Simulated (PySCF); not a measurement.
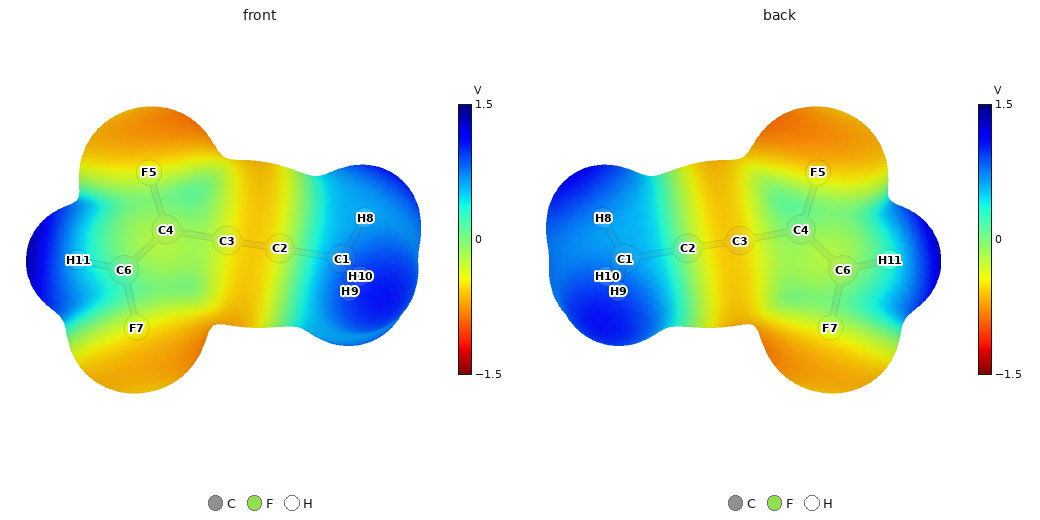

Figure 1: C$_{5}$H$_{4}$F$_{2}$ (SMILES CC#C/C(F)=C\F). The molecular electrostatic potential painted on the density surface at 0.002 e/bohr³, seen from the front and from behind; the colour scale runs from red (negative) to blue (positive).

Geometry: GFN2-xTB.

These are results of PySCF 2.14.0, PBE0/pcSseg-1, SCF density, gas phase, non-relativistic, not measurements.

```xyz
11

C     2.4557    0.0283   -0.0165
C     1.0251    0.1368   -0.1307
C    -0.1741    0.2088   -0.2071
C    -1.5722    0.3212   -0.3270
F    -2.0205    1.2286   -1.2249
C    -2.4874   -0.3720    0.3503
F    -2.1387   -1.2906    1.2588
H     2.9360    0.6546   -0.7675
H     2.7611   -1.0071   -0.1655
H     2.7733    0.3517    0.9745
H    -3.5529   -0.2577    0.2298
```

Question: Where is the surface potential most negative and most positive?

Answer: The most negative region (about −0.9 V, or −21 kcal/mol for a unit charge) lies over F5 and F7, the most positive (about +1.3 V, or +30 kcal/mol for a unit charge) over H11.

Question: What dipole moment does the calculation give?

Answer: Its dipole moment is 1.60 D.
